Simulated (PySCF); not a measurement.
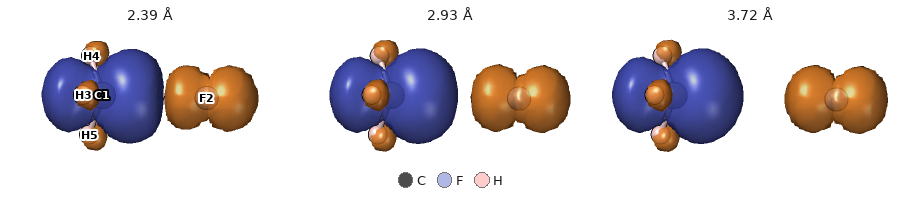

Figure. CH3F, SMILES `CF`. Rigid stretch of the C1–F2 bond. Broken-symmetry UHF spin density at ±0.03 e/Å³ (orange: α, blue: β).

Method: 6-311+G** basis; geometry: GFN2-xTB; program: PySCF. No frequency check shows the geometry to be a minimum.

Coordinates in Å:

```
C1      -0.6257    0.0000    0.0000
F2       0.7385    0.0000    0.0000
H3      -0.9640   -0.8342   -0.6158
H4      -0.9640   -0.1161    1.0303
H5      -0.9640    0.9504   -0.4146
```

### How does the broken-symmetry solution share the spin, and how far is it from a pure singlet?

At 3.72 Å excess α spin lies mostly on F2 and excess β on C1; the two could be swapped at no cost. ⟨S²⟩ is 0.90 at 2.39 Å, 0.99 at 2.93 Å and 1.01 at 3.72 Å, against 0 for a pure singlet and 1 for an equal mix of singlet and triplet.

### Where does the UHF solution part from RHF?

Between 1.80 Å (⟨S²⟩ = 0, the two coincide) and 2.06 Å (⟨S²⟩ = 0.64); at 3.72 Å ⟨S²⟩ is 1.01 and UHF lies 4.6 eV below RHF.

### How much energy does the stretch cost?

By CASSCF, 4.0 eV from the lowest point of the scan (1.46 Å) to 3.72 Å; RHF gives 7.8 eV from its own lowest point. The fragments aren't relaxed and dynamic correlation is missing, so this isn't a bond dissociation energy.

Cost of the run: 16 s on 1 thread of Intel(R) Xeon(R) 6975P-C (Granite Rapids), on a shared host, peak memory 0.21 GiB.
